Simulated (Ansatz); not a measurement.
Run report: Al2BH5O, nudged elastic band (part 2 of 2)

Continued. System: Al2BH5O, SMILES [BH2][Al]([OH])[AlH2]. Method: RKS B3LYP-D4/def2-SVP (Ansatz 0.2.0). The run did not end well. It belongs to a series of runs on one base structure; here: band between the two ends.

Geometry of the input (Å):
```
B  -0.2505  1.9026  -1.0670
Al 0.4376  0.0607  -0.2648
O  2.0202  -0.4054  -0.7597
Al -0.9323  -1.4406  1.3720
H  -0.8937  1.9759  -2.0918
H  -0.0913  2.9612  -0.4986
H  2.4949  -1.2027  -0.5091
H  -1.7504  -2.7253  0.8822
H  -1.0345  -1.1265  2.9369
```

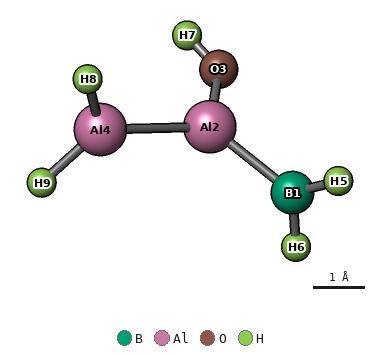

Fig. 1: The input geometry (ball-and-stick view, seen at a tilt; atoms are numbered from 1 in the order of the input). Sticks mark near contacts.

```
Unfinished report: {"positions_ang":[[-0.2958283217528101,1.8722307255994934,-1.1613384935279885],[0.425885191555656,0.09574876922535375,-0.18172452415479903],[2.0895685280219083,-0.2192127216161682,-0.4804887427172441],[-0.966045627155385,-1.5286835492858721,1.2997055915793814],[-1.4518550959446144,2.2307311306620434,-1.1125952321150632],[0.4526086687859967,2.5992272108334182,-1.7730865362325166],[2.6404972892995264,-0.9376303213777627,-0.16011477559333953],[-1.9809175623635,-2.5939425272106424,0.6714676847812071],[-0.9139030704467768,-1.518468716829861,2.898175017980364]],"unchecked":["starts","cluster_reference","orbital_swaps","neighbouring_geometries","increment"],"mean_field":{"relativity":"none","state":{"energy":{"ev":-15992.879158892765,"hartree":-587.7274687264685},"converged":true,"gradient_ev":0.00007844603672002156,"stability":{"kind":"minimum","curvature_ev":10.765887969921218},"curvature_floor_ev":0.00030000000000000003,"spin_squared":-7.105427357601002e-15},"others":[],"fillings":{"estimated":0,"unestimated":0,"tried":0,"untried":0,"excluded_magnetic_sites":0},"n_dropped_functions":0,"n_trapped_functions":0,"passes":{"evaluations":3,"products":21},"factors":{"origin":"Cholesky decomposition","count":917,"bound_ev":0.00038601956316171234},"gradient_stop_ev":0.00009,"reference_kind":"stationary","functional":{"name":"B3LYP","citations":["Stephens, Devlin, Chabalowski & Frisch, J. Phys. Chem. 98, 11623 (1994) doi:10.1021/j100096a001","Becke, Phys. Rev. A 38, 3098 (1988) doi:10.1103/PhysRevA.38.3098","Lee, Yang & Parr, Phys. Rev. B 37, 785 (1988) doi:10.1103/PhysRevB.37.785","Vosko, Wilk & Nusair, Can. J. Phys. 58, 1200 (1980) doi:10.1139/p80-159"],"text":"name \"B3LYP\"\ncite \"Stephens, Devlin, Chabalowski & Frisch, J. Phys. Chem. 98, 11623 (1994) doi:10.1021/j100096a001\"\ncite \"Becke, Phys. Rev. A 38, 3098 (1988) doi:10.1103/PhysRevA.38.3098\"\ncite \"Lee, Yang & Parr, Phys. Rev. B 37, 785 (1988) doi:10.1103/PhysRevB.37.785\"\ncite \"Vosko, Wilk & Nusair, Can. J. Phys. 58, 1200 (1980) doi:10.1139/p80-159\"\nparameter a0 = 0.2\nparameter ax = 0.72\nparameter ac = 0.81\nexchange = (1 - a0 - ax)*slater_x + ax*b88_x + a0*exact_x\ncorrelation = (1 - ac)*vwn_rpa_c + ac*lyp_c\n","parameters":{"a0":{"value":0.2,"default":0.2},"ac":{"value":0.81,"default":0.81},"ax":{"value":0.72,"default":0.72}},"final_grid":{"core_spheres":13.0,"valence_spheres":11.0,"degree":36.0},"final_grid_parameter_source":"default","radial_points_factor":1.0,"radial_grid_error_ev":6.729326096032238e-7,"grid_sensitivity":"normal","grid_sensitivity_ratio":0.0013437628806248659},"unsmoothed_excess_ev":-0.00029517337267719214,"symmetry":{"irreps":["A"],"axes":[[0.9997797634091105,0.014074698124009,0.01556687349280799],[-0.014014034748735476,0.999893800970774,-0.003999201205208856],[-0.015621507855655456,0.0037801657287117587,0.9998708310773844]],"occupied":[{"A":22},{"A":22}]},"held":{"pivots":917,"left_out":0,"joined":0},"density_repulsion":{"missed_ev":0.000016360060290937525,"excess_ev":0.0,"most_excess_ev":0.0001188,"are_drawn_again":false,"n_first_factors":917,"energy_change_ev":0.0,"n_dropped_ends":0}},"factors":{"origin":"Cholesky decomposition","count":917,"bound_ev":0.00038601956316171234},"n_frozen":0,"n_occupied":[22,22],"n_virtual":[67,67],"reference":{"ev":-15992.879158892765,"hartree":-587.7274687264685},"dispersion":{"energy":{"ev":-0.23000758315483794,"hartree":-0.008452622776200895},"switches_in_reach":[]},"total":{"ev":-15993.10916647592,"hartree":-587.7359213492447},"forces_ev_per_angstrom":[[0.020450954766688446,0.027602035533996833,0.07636990048065095],[-0.020220912724917012,-0.033760307625966,-0.007935222327241805],[0.024622503481314832,0.0535708567301406,-0.05041597272872318],[-0.005342966814539329,0.001883093752228152,0.009094488230458067],[-0.0015490346131098653,-0.008818690570840844,-0.035855591502907916],[-0.01265957836867781,0.0021841130155285816,-0.024978020024958164],[-0.011223409826442312,-0.041075852764102444,0.03309405888186933],[0.007181068997111745,-0.002072303189975788,-0.0007791183096523984],[-0.001258624895448614,0.000487055116849541,0.0014054772970059056]],"charge_distribution":{"dipole_moment_e_ang":[0.12641686670774374,-0.08737227756698143,0.02512107730991231],"mulliken_charges_e":[-0.11280702933321152,0.41806044578339474,-0.42731195061319305,0.2790627406597288,-0.012761911954821237,-0.002575642996086591,0.1807155653547251,-0.16122792561767874,-0.1611542912828745],"lowdin_charges_e":[-0.056713605016456725,0.07561469407409938,0.06063118116442201,0.23006372945992482,-0.02516043118443756,-0.018656401293118963,-0.021156319047634264,-0.12189802788332638,-0.12272482027349918]},"n_threads":1,"memory_gib":1.7045454550534487,"seconds":{"hamiltonian":3.192771109,"orbitals":0.0,"second_order":0.0,"solver_start":0.0,"cycles":0.0,"cycle":0.0,"perturbative":0.0,"full_ci_increment":0.0,"forces":0.0}}
this run last wrote the band of iteration 51 to [file]
Error: NEB band did not converge after 51 iterations: max|band force component| = 1.97e-1 eV/Å (threshold 5.0e-2); raise `neb.max_iterations` in a new run, which can start from the last band evaluated (`neb.initial_path`, with `crystal.atoms` and `neb.final_atoms` set to its first and last images), add images, or start from endpoints closer to local minima. Where this run's directory can be resumed (`checkpoint.write`), a resume goes on for up to `neb.max_iterations` more; to start a new run from the last band, take its images' positions from the `neb_iteration` event of iteration 51 (`data.images[].positions_ang`), in the event stream of the run that computed that iteration (not this run's, if it was resumed behind it). With `checkpoint.write`, `steps/00-neb/state/checkpoint.json` in the run directory holds the last saved band, under `neb.evaluated.images[].positions_ang` (a band under a hybrid functional on support functions is neither saved nor resumed: `neb.initial_path` says where its path is): check the last entry of `neb.iterations` there, which is earlier than 51 if that iteration was not saved or its write failed. If the band's step has no `state` directory and holds `state.next`, a write was cut short, and the file is under `state.next` instead (behind a loss of power it can be under `state.prev`)
this run wrote the band of iteration 51 to [file] as well, whether or not its events were kept: a new run's `neb.initial_path` can list its `images[].positions_ang`
a run's events are kept only if it was started with --events-out <file>, and are in that file
```

The last band as extended XYZ (Å, eV, eV/Å)
```
9
Properties=species:S:1:pos:R:3:forces:R:3 image=0 energy=-15993.21410
B    -0.2505    1.9026   -1.0670   -0.0023   0.0146  -0.0102
Al    0.4376    0.0607   -0.2648    0.0030  -0.0035   0.0021
O     2.0202   -0.4054   -0.7597   -0.0049   0.0028   0.0015
Al   -0.9323   -1.4406    1.3720   -0.0098  -0.0100   0.0057
H    -0.8937    1.9759   -2.0918    0.0053  -0.0006   0.0148
H    -0.0913    2.9612   -0.4986   -0.0035  -0.0110  -0.0073
H     2.4949   -1.2027   -0.5091    0.0037  -0.0021  -0.0002
H    -1.7504   -2.7253    0.8822    0.0075   0.0140   0.0059
H    -1.0345   -1.1265    2.9369    0.0011  -0.0042  -0.0122
9
Properties=species:S:1:pos:R:3:forces:R:3 image=1 energy=-15993.17027
B    -0.2692    1.8803   -1.1318   -0.0144  -0.0017   0.0149
Al    0.4450    0.0997   -0.1909    0.0275   0.0023  -0.0172
O     2.0686   -0.3077   -0.6029   -0.0303  -0.0056   0.0015
Al   -0.9502   -1.4723    1.3513    0.0012   0.0052   0.0050
H    -1.3290    1.9350   -1.7162    0.0161  -0.0246  -0.0472
H     0.3301    2.9299   -1.0802   -0.0020   0.0205   0.0471
H     2.5658   -1.0734   -0.3013   -0.0048  -0.0060  -0.0138
H    -1.9415   -2.5598    0.7237    0.0046   0.0008   0.0042
H    -0.9196   -1.4319    2.9482    0.0020   0.0091   0.0055
9
Properties=species:S:1:pos:R:3:forces:R:3 image=2 energy=-15993.10887
B    -0.2958    1.8722   -1.1613    0.0205   0.0276   0.0764
Al    0.4259    0.0957   -0.1817   -0.0202  -0.0338  -0.0079
O     2.0896   -0.2192   -0.4805    0.0246   0.0536  -0.0504
Al   -0.9660   -1.5287    1.2997   -0.0053   0.0019   0.0091
H    -1.4519    2.2307   -1.1126   -0.0015  -0.0088  -0.0359
H     0.4526    2.5992   -1.7731   -0.0127   0.0022  -0.0250
H     2.6405   -0.9376   -0.1601   -0.0112  -0.0411   0.0331
H    -1.9809   -2.5939    0.6715    0.0072  -0.0021  -0.0008
H    -0.9139   -1.5185    2.8982   -0.0013   0.0005   0.0014
9
Properties=species:S:1:pos:R:3:forces:R:3 image=3 energy=-15993.13507
B    -0.3068    1.8480   -1.1974   -0.0472  -0.0783  -0.0234
Al    0.4401    0.1019   -0.1944    0.0548   0.0516  -0.0176
O     2.1381   -0.1426   -0.3895   -0.0690  -0.0288   0.0516
Al   -0.9551   -1.5418    1.2685   -0.0063  -0.0101  -0.0081
H    -1.2755    2.4653   -0.8133    0.0381   0.0513   0.0463
H     0.1780    2.2480   -2.2306   -0.0006  -0.0073  -0.0231
H     2.6371   -0.8517    0.0286    0.0279   0.0242  -0.0138
H    -2.0986   -2.4875    0.6749    0.0030  -0.0046  -0.0068
H    -0.7574   -1.6395    2.8532   -0.0006   0.0019  -0.0053
9
Properties=species:S:1:pos:R:3:forces:R:3 image=4 energy=-15993.13426
B    -0.3085    1.8126   -1.2085   -0.0240  -0.0174   0.0069
Al    0.4067    0.0796   -0.1918   -0.0232  -0.0765   0.0640
O     2.0745   -0.2065   -0.3261    0.1173   0.2019  -0.1650
Al   -1.0034   -1.5399    1.2835   -0.0164   0.0175  -0.0014
H    -0.8863    2.7090   -0.6338    0.0336   0.0386   0.0205
H    -0.2299    1.9590   -2.4075   -0.0239  -0.0326  -0.0196
H     2.8671   -0.6942   -0.1166   -0.0625  -0.1154   0.1090
H    -2.0074   -2.6489    0.7202    0.0038  -0.0071  -0.0108
H    -0.9129   -1.4709    2.8805   -0.0047  -0.0089  -0.0035
9
Properties=species:S:1:pos:R:3:forces:R:3 image=5 energy=-15993.21311
B    -0.3230    1.8169   -1.2081    0.0392  -0.0297   0.0362
Al    0.4590    0.1252   -0.1860    0.0228   0.0062  -0.0064
O     2.1537   -0.1287   -0.3768   -0.0361  -0.0015   0.0061
Al   -0.9504   -1.5215    1.2680    0.0077  -0.0096   0.0008
H    -0.4079    2.9068   -0.6859   -0.0189   0.0052  -0.0203
H    -0.7762    1.7513   -2.3287   -0.0108   0.0170  -0.0083
H     2.6767   -0.8266    0.0278    0.0044   0.0045  -0.0079
H    -1.9666   -2.5747    0.6257   -0.0032   0.0021  -0.0015
H    -0.8653   -1.5487    2.8641   -0.0051   0.0058   0.0013
9
Properties=species:S:1:pos:R:3:forces:R:3 image=6 energy=-15993.21329
B    -0.2837    1.8692   -1.1090   -0.0102  -0.0021   0.0093
Al    0.4546    0.0841   -0.2259   -0.0164  -0.0088   0.0106
O     2.0919   -0.2889   -0.5930    0.0415   0.0299  -0.0343
Al   -0.9504   -1.4796    1.3202    0.0012  -0.0011   0.0008
H    -0.2117    2.9473   -0.5609    0.0030  -0.0007  -0.0018
H    -0.8813    1.8830   -2.1627    0.0048   0.0008  -0.0052
H     2.6258   -1.0388   -0.3192   -0.0241  -0.0183   0.0212
H    -1.6381   -2.8204    0.7860   -0.0014   0.0005   0.0003
H    -1.2072   -1.1559    2.8644    0.0015  -0.0001  -0.0008
9
Properties=species:S:1:pos:R:3:forces:R:3 image=7 energy=-15993.21102
B    -0.2363    1.9357   -1.0222    0.0237   0.0046  -0.0153
Al    0.4286    0.0613   -0.2790   -0.0077  -0.0010   0.0033
O     1.9916   -0.4319   -0.8078   -0.0037   0.0016   0.0008
Al   -0.9293   -1.4499    1.3634    0.0068  -0.0029   0.0017
H     0.0061    2.9796   -0.4571   -0.0090  -0.0018   0.0051
H    -0.9380    2.0497   -2.0032   -0.0069  -0.0022   0.0044
H     2.4342   -1.2583   -0.5944    0.0015   0.0015   0.0007
H    -1.2286   -2.9915    1.0634   -0.0053   0.0001  -0.0015
H    -1.5284   -0.8948    2.7369    0.0007   0.0001   0.0008
9
Properties=species:S:1:pos:R:3:forces:R:3 image=8 energy=-15993.20707
B    -0.1732    1.9953   -0.9468   -0.0022  -0.0045  -0.0052
Al    0.3970    0.0487   -0.3212    0.0066   0.0024   0.0035
O     1.8612   -0.5571   -0.9960   -0.0067   0.0005   0.0017
Al   -0.9078   -1.4292    1.4004   -0.0089   0.0073  -0.0049
H     0.1855    2.9935   -0.3612   -0.0022   0.0000  -0.0007
H    -0.9351    2.2021   -1.8662    0.0046  -0.0029   0.0067
H     2.2387   -1.4252   -0.8251    0.0025   0.0017  -0.0014
H    -0.7918   -3.0245    1.4065   -0.0043   0.0056   0.0046
H    -1.8744   -0.8037    2.5096    0.0106  -0.0100  -0.0044
```

What the run reported

| quantity | value |
| --- | --- |
| outcome | not converged |
| barrier, forward (band not converged) | 0.105 eV |
| barrier, backward | 0.098 eV |
| hardware | 1 thread of Arm Neoverse V1, 24 GiB of memory available, shared host |
| wall time | 21 min |
| peak memory | 0.17 GiB |

Diagnosis

The run did not converge: “NEB band did not converge after 51 iterations: max|band force component| = 1.97e-1 eV/Å (threshold 5.0e-2); raise `neb.max_iterations` in a new run, which can start from the last band evaluated (`neb.initial_path`, with `crystal.atoms` and `neb.final_atoms` set to its first and last images), add images, or start from endpoints closer to local minima …” Its last values are not results.
